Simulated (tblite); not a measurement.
Saddle-point search, with input and output: C₅H₉O₃S (charge −1)

The run: saddle-point search of C₅H₉O₃S, charge −1. Method and program: GFN2-xTB saddle search (eigenvector following) and harmonic vibrations, gas phase (tblite 0.8.0).

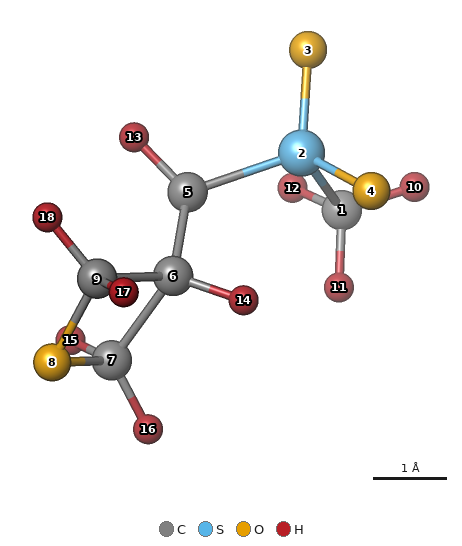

*The starting structure (ball-and-stick view, seen at a tilt; atoms are numbered from 1 in the order of the input).*

Bond lengths as drawn: C–C 1.46 to 1.56 Å, C–H 1.07 to 1.10 Å, C–O 1.43 Å, C–S 1.68 to 1.87 Å and O–S 1.47 Å.

Key numbers:

- outcome: converged
- total energy: −839.9021 eV
- point group: C1
- hardware: 1 CPU thread, shared host
- wall time: 6.2 s
- peak memory: 0.2 GiB

Input:
```
{"job": {"xc": "GFN2-xTB", "basis": "xTB", "kind": "saddle"}, "charge": -1, "multiplicity": 1}
C      2.688371    -0.190211    -0.322805
S      1.518259     0.746707     0.787363
O      2.180370     2.046109     0.934816
O      1.476203    -0.104094     1.983301
C      0.085108     0.821216    -0.095422
C     -0.930559    -0.190034     0.198550
C     -1.532080    -0.965402    -1.011996
O     -2.867856    -0.692116    -0.579950
C     -2.424088     0.158190     0.483581
H      3.656404    -0.260479     0.158326
H      2.266037    -1.174306    -0.483939
H      2.760310     0.352408    -1.256980
H     -0.168976     1.803483    -0.437072
H     -0.525151    -0.866114     0.953573
H     -1.317428    -0.489950    -1.975915
H     -1.329973    -2.039686    -1.079327
H     -2.838103    -0.158521     1.447440
H     -2.696849     1.202800     0.296457
```

The first line tells a small driver script what to run in tblite; the rest is the geometry in Å.

Launch command:
```bash
OMP_NUM_THREADS=1 python <driver script> task.json out
```

Log:
```
step      E/eV     max force
  0    -839.90650   0.0968
  1    -839.89876   0.3146
  2    -839.90367   0.1099
  3    -839.90190   0.0887
  4    -839.90100   0.1878
  5    -839.90147   0.0399
  6    -839.90175   0.0406
  7    -839.90206   0.0260
  8    -839.90209   0.0035
lowest wavenumbers (cm-1): -352.5 59.7 80.4 100.3 133.1 165.5
```

Trajectory as extended XYZ (Å, eV, eV/Å), 9 frames, from step=0 to step=8:
```
18
Properties=species:S:1:pos:R:3:forces:R:3 step=0 energy=-839.90650
C     2.6884   -0.1902   -0.3228   -0.0030   0.0070   0.0140
S     1.5183    0.7467    0.7874   -0.0080   0.0000  -0.0010
O     2.1804    2.0461    0.9348   -0.0200   0.0070   0.0040
O     1.4762   -0.1041    1.9833   -0.0190  -0.0020  -0.0040
C     0.0851    0.8212   -0.0954    0.0290  -0.0340  -0.0730
C    -0.9306   -0.1900    0.1985    0.0130  -0.0130  -0.0260
C    -1.5321   -0.9654   -1.0120   -0.0150  -0.0140  -0.0030
O    -2.8679   -0.6921   -0.5800    0.0010   0.0080   0.0160
C    -2.4241    0.1582    0.4836    0.0300   0.0080  -0.0040
H     3.6564   -0.2605    0.1583   -0.0060   0.0020   0.0120
H     2.2660   -1.1743   -0.4839   -0.0030   0.0080   0.0100
H     2.7603    0.3524   -1.2570    0.0010   0.0080   0.0170
H    -0.1690    1.8035   -0.4371   -0.0430   0.0400   0.0770
H    -0.5252   -0.8661    0.9536    0.0160  -0.0160  -0.0310
H    -1.3174   -0.4899   -1.9759   -0.0230  -0.0260  -0.0080
H    -1.3300   -2.0397   -1.0793   -0.0360  -0.0170   0.0070
H    -2.8381   -0.1585    1.4474    0.0430   0.0230   0.0030
H    -2.6968    1.2028    0.2965    0.0440   0.0100  -0.0090
18
Properties=species:S:1:pos:R:3:forces:R:3 step=1 energy=-839.89876
C     2.7053   -0.1836   -0.3142    0.0090   0.0040   0.0060
S     1.5169    0.7481    0.7871    0.0340  -0.0130  -0.0040
O     2.1676    2.0533    0.9294   -0.0190  -0.0050   0.0060
O     1.4753   -0.0996    1.9831   -0.0150   0.0040   0.0030
C     0.0734    0.8201   -0.0564   -0.0800   0.2600  -0.1580
C    -0.9341   -0.1996    0.1982   -0.0020  -0.0360  -0.0270
C    -1.5511   -0.9583   -1.0196   -0.0080  -0.0060   0.0070
O    -2.8810   -0.6831   -0.5713    0.0040   0.0050   0.0110
C    -2.4250    0.1547    0.4969    0.0270   0.0050  -0.0090
H     3.6662   -0.2511    0.1812   -0.0070   0.0020   0.0060
H     2.2890   -1.1691   -0.4828    0.0000   0.0060   0.0070
H     2.7902    0.3613   -1.2462    0.0010   0.0040   0.0140
H    -0.1425    1.7649   -0.5254    0.0320  -0.2130   0.1560
H    -0.5274   -0.8873    0.9411    0.0040  -0.0100  -0.0160
H    -1.3453   -0.4759   -1.9821   -0.0140  -0.0170  -0.0020
H    -1.3574   -2.0336   -1.0996   -0.0250  -0.0080   0.0060
H    -2.8334   -0.1649    1.4616    0.0280   0.0140   0.0010
H    -2.6867    1.2037    0.3191    0.0300   0.0030  -0.0060
18
Properties=species:S:1:pos:R:3:forces:R:3 step=2 energy=-839.90367
C     2.6962   -0.1855   -0.3207   -0.0010   0.0050   0.0090
S     1.5172    0.7475    0.7862   -0.0150   0.0020  -0.0020
O     2.1728    2.0501    0.9315   -0.0130   0.0060   0.0050
O     1.4770   -0.1024    1.9818   -0.0150  -0.0020  -0.0040
C     0.0768    0.8233   -0.0744    0.0450  -0.0950  -0.0320
C    -0.9318   -0.1962    0.1987    0.0130  -0.0020  -0.0190
C    -1.5409   -0.9654   -1.0143   -0.0130  -0.0120  -0.0040
O    -2.8736   -0.6876   -0.5760   -0.0020   0.0060   0.0120
C    -2.4228    0.1575    0.4884    0.0200   0.0070  -0.0010
H     3.6566   -0.2657    0.1739   -0.0060   0.0020   0.0080
H     2.2705   -1.1657   -0.4967    0.0000   0.0090   0.0080
H     2.7850    0.3660   -1.2483   -0.0010   0.0030   0.0160
H    -0.1603    1.7853   -0.4716   -0.0470   0.0870   0.0340
H    -0.5260   -0.8776    0.9482    0.0150  -0.0090  -0.0240
H    -1.3293   -0.4907   -1.9792   -0.0170  -0.0190  -0.0060
H    -1.3458   -2.0410   -1.0836   -0.0250  -0.0130   0.0050
H    -2.8358   -0.1567    1.4531    0.0320   0.0170   0.0030
H    -2.6859    1.2048    0.3028    0.0290   0.0080  -0.0060
18
Properties=species:S:1:pos:R:3:forces:R:3 step=3 energy=-839.90190
C     2.7058   -0.1756   -0.3223    0.0000   0.0020   0.0040
S     1.5162    0.7423    0.7883    0.0070  -0.0030  -0.0030
O     2.1640    2.0476    0.9435   -0.0120  -0.0020   0.0040
O     1.4765   -0.1166    1.9766   -0.0120   0.0030  -0.0010
C     0.0719    0.8196   -0.0561   -0.0060   0.0470  -0.0750
C    -0.9349   -0.2019    0.2010    0.0030  -0.0120  -0.0170
C    -1.5495   -0.9692   -1.0126   -0.0100  -0.0090  -0.0010
O    -2.8801   -0.6772   -0.5767    0.0020   0.0040   0.0090
C    -2.4233    0.1626    0.4894    0.0160   0.0070  -0.0030
H     3.6639   -0.2555    0.1764   -0.0020   0.0010   0.0080
H     2.2856   -1.1563   -0.5091    0.0030   0.0090   0.0070
H     2.7971    0.3849   -1.2444    0.0010   0.0020   0.0130
H    -0.1486    1.7663   -0.5048   -0.0080  -0.0380   0.0680
H    -0.5316   -0.8857    0.9493    0.0090  -0.0060  -0.0140
H    -1.3333   -0.5026   -1.9805   -0.0140  -0.0130  -0.0030
H    -1.3663   -2.0475   -1.0759   -0.0180  -0.0050   0.0030
H    -2.8391   -0.1479    1.4539    0.0230   0.0120   0.0030
H    -2.6744    1.2128    0.3042    0.0200   0.0010  -0.0030
18
Properties=species:S:1:pos:R:3:forces:R:3 step=4 energy=-839.90100
C     2.7222   -0.1701   -0.3157    0.0050   0.0000   0.0090
S     1.5141    0.7401    0.7853    0.0240  -0.0070  -0.0040
O     2.1527    2.0494    0.9423   -0.0090  -0.0070   0.0030
O     1.4718   -0.1179    1.9729   -0.0070   0.0010   0.0050
C     0.0636    0.8186   -0.0394   -0.0490   0.1550  -0.0940
C    -0.9379   -0.2091    0.1967   -0.0080  -0.0210  -0.0150
C    -1.5670   -0.9657   -1.0184   -0.0030  -0.0010   0.0080
O    -2.8921   -0.6681   -0.5697    0.0050   0.0030   0.0080
C    -2.4223    0.1626    0.4980    0.0140   0.0010  -0.0080
H     3.6760   -0.2351    0.1933   -0.0040   0.0000   0.0040
H     2.3165   -1.1568   -0.5013   -0.0010   0.0000   0.0030
H     2.8163    0.3875   -1.2387    0.0000   0.0070   0.0000
H    -0.1338    1.7399   -0.5519    0.0210  -0.1250   0.0860
H    -0.5330   -0.9000    0.9373    0.0020  -0.0020  -0.0070
H    -1.3577   -0.4974   -1.9869   -0.0070  -0.0050  -0.0020
H    -1.3925   -2.0452   -1.0880   -0.0090  -0.0020   0.0030
H    -2.8323   -0.1487    1.4644    0.0130   0.0050   0.0010
H    -2.6647    1.2160    0.3198    0.0120  -0.0020  -0.0030
18
Properties=species:S:1:pos:R:3:forces:R:3 step=5 energy=-839.90147
C     2.7133   -0.1712   -0.3220    0.0000   0.0010   0.0030
S     1.5154    0.7395    0.7875    0.0020  -0.0030  -0.0030
O     2.1584    2.0464    0.9465   -0.0080  -0.0020   0.0040
O     1.4757   -0.1221    1.9733   -0.0090   0.0030  -0.0020
C     0.0663    0.8205   -0.0443    0.0000   0.0150  -0.0370
C    -0.9369   -0.2058    0.2007    0.0040  -0.0060  -0.0120
C    -1.5565   -0.9699   -1.0136   -0.0080  -0.0080  -0.0020
O    -2.8850   -0.6701   -0.5767    0.0020   0.0010   0.0060
C    -2.4230    0.1645    0.4910    0.0100   0.0060  -0.0010
H     3.6696   -0.2445    0.1808    0.0000   0.0000   0.0070
H     2.3004   -1.1546   -0.5104    0.0020   0.0060   0.0040
H     2.8047    0.3907   -1.2431    0.0010   0.0010   0.0090
H    -0.1426    1.7536   -0.5222   -0.0090  -0.0100   0.0350
H    -0.5342   -0.8922    0.9468    0.0070  -0.0020  -0.0100
H    -1.3392   -0.5071   -1.9830   -0.0110  -0.0090  -0.0010
H    -1.3807   -2.0498   -1.0749   -0.0110  -0.0010   0.0010
H    -2.8392   -0.1448    1.4555    0.0170   0.0080   0.0030
H    -2.6664    1.2169    0.3079    0.0120  -0.0010  -0.0010
18
Properties=species:S:1:pos:R:3:forces:R:3 step=6 energy=-839.90175
C     2.7211   -0.1713   -0.3145    0.0020   0.0000   0.0020
S     1.5126    0.7408    0.7844    0.0050  -0.0030  -0.0010
O     2.1527    2.0489    0.9432   -0.0030  -0.0010   0.0010
O     1.4674   -0.1172    1.9719   -0.0030   0.0020  -0.0010
C     0.0602    0.8259   -0.0364   -0.0110   0.0300  -0.0250
C    -0.9360   -0.2086    0.1933   -0.0020  -0.0050  -0.0050
C    -1.5676   -0.9661   -1.0202   -0.0040   0.0000   0.0010
O    -2.8916   -0.6718   -0.5656    0.0040   0.0000   0.0020
C    -2.4190    0.1615    0.4985    0.0050   0.0000  -0.0010
H     3.6736   -0.2361    0.1966   -0.0020   0.0000   0.0020
H     2.3149   -1.1581   -0.4991    0.0010   0.0030   0.0010
H     2.8167    0.3857   -1.2380    0.0020   0.0010   0.0040
H    -0.1352    1.7422   -0.5505    0.0030  -0.0260   0.0210
H    -0.5283   -0.9003    0.9315    0.0010   0.0000  -0.0040
H    -1.3644   -0.4984   -1.9904   -0.0050  -0.0030   0.0030
H    -1.3915   -2.0454   -1.0895   -0.0050   0.0010   0.0000
H    -2.8249   -0.1463    1.4675    0.0060   0.0030   0.0000
H    -2.6607    1.2145    0.3175    0.0040   0.0000   0.0000
18
Properties=species:S:1:pos:R:3:forces:R:3 step=7 energy=-839.90206
C     2.7288   -0.1700   -0.3084    0.0060   0.0040  -0.0010
S     1.5103    0.7430    0.7800    0.0040  -0.0010   0.0010
O     2.1468    2.0528    0.9377   -0.0010  -0.0010   0.0000
O     1.4605   -0.1110    1.9699    0.0000   0.0010  -0.0010
C     0.0574    0.8264   -0.0389   -0.0070   0.0220  -0.0120
C    -0.9356   -0.2112    0.1872   -0.0050  -0.0030  -0.0010
C    -1.5778   -0.9648   -1.0233   -0.0030   0.0020   0.0010
O    -2.8977   -0.6731   -0.5554    0.0060   0.0000   0.0000
C    -2.4158    0.1592    0.5054    0.0020  -0.0030   0.0000
H     3.6718   -0.2453    0.2189   -0.0070   0.0000  -0.0040
H     2.3187   -1.1523   -0.5072    0.0010   0.0000   0.0000
H     2.8444    0.3937   -1.2257    0.0000  -0.0030   0.0070
H    -0.1308    1.7319   -0.5734    0.0050  -0.0180   0.0090
H    -0.5235   -0.9053    0.9206   -0.0010   0.0000  -0.0010
H    -1.3848   -0.4944   -1.9943   -0.0010  -0.0010   0.0040
H    -1.4022   -2.0439   -1.0978   -0.0010   0.0010   0.0000
H    -2.8131   -0.1481    1.4780    0.0020   0.0000  -0.0030
H    -2.6573    1.2127    0.3267    0.0010   0.0000   0.0000
18
Properties=species:S:1:pos:R:3:forces:R:3 step=8 energy=-839.90209
C     2.7318   -0.1693   -0.3061    0.0010   0.0000  -0.0010
S     1.5095    0.7434    0.7784   -0.0010   0.0000   0.0000
O     2.1445    2.0540    0.9360    0.0000   0.0000   0.0000
O     1.4582   -0.1093    1.9692    0.0000   0.0000  -0.0010
C     0.0574    0.8249   -0.0423    0.0020  -0.0020   0.0020
C    -0.9357   -0.2124    0.1851   -0.0010   0.0000   0.0000
C    -1.5817   -0.9643   -1.0241    0.0000   0.0000   0.0000
O    -2.9000   -0.6722   -0.5525    0.0010   0.0000   0.0010
C    -2.4148    0.1588    0.5077    0.0000   0.0000   0.0000
H     3.6719   -0.2465    0.2257   -0.0020   0.0000  -0.0010
H     2.3219   -1.1509   -0.5088    0.0010   0.0010   0.0000
H     2.8526    0.3961   -1.2215    0.0000  -0.0010   0.0020
H    -0.1293    1.7278   -0.5805    0.0000   0.0020  -0.0020
H    -0.5225   -0.9071    0.9171    0.0000   0.0000   0.0000
H    -1.3911   -0.4929   -1.9950    0.0000   0.0000   0.0000
H    -1.4071   -2.0434   -1.1003    0.0000   0.0000   0.0000
H    -2.8094   -0.1493    1.4811    0.0000   0.0000   0.0000
H    -2.6561    1.2126    0.3308    0.0000   0.0000   0.0000
```

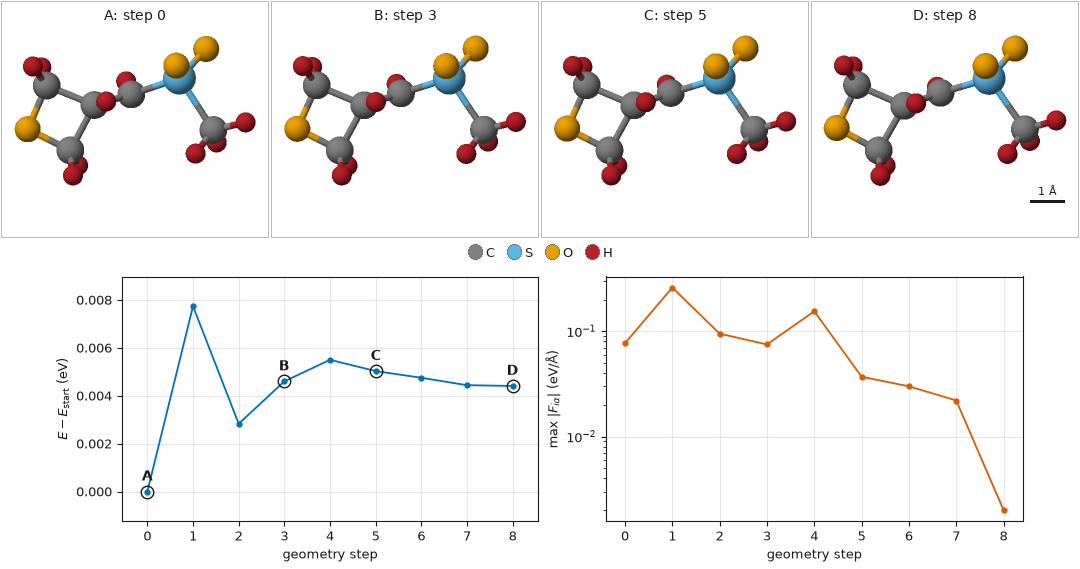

*Frames of the saddle-point search (ball-and-stick view, seen on its broad side) above the curves, on which the letters mark them (steps are counted from 0).*

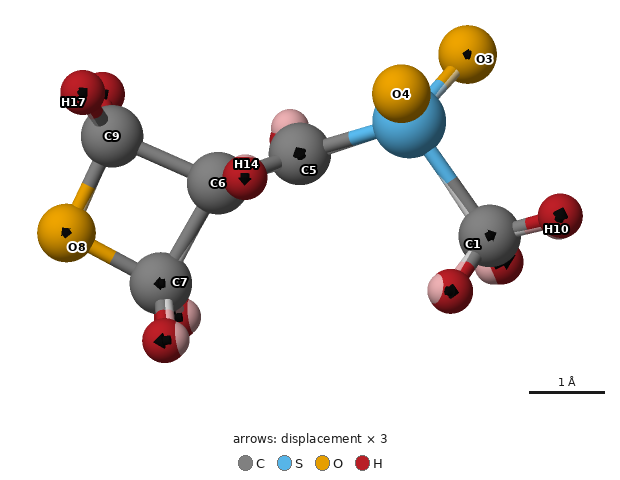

*Start (faint) and end (solid) with the displacements as black arrows, magnified 3 times (ball-and-stick view, seen on its broad side). The two geometries are laid on each other by the best rigid fit.*

After 8 geometry steps the energy has risen by 0.004 eV. Largest force component: 0.077 eV/Å at the start, 0.002 eV/Å at the end. The largest move after the best rigid fit is that of H13, 0.17 Å. Largest moves by element: H 0.17 Å, C 0.06 Å, O 0.05 Å, S 0.01 Å. Distances before and after: S2–C5 1.685 → 1.670 Å, C5–C6 1.463 → 1.454 Å, C1–S2 1.865 → 1.872 Å, C6–C7 1.558 → 1.564 Å. Among the angles that change: C1–S2–C5 104.1° → 107.9°, C5–C6–C7 117.1° → 120.3°, C5–C6–C9 123.2° → 120.7°. (Atoms are counted from 1 in the order of the input.)
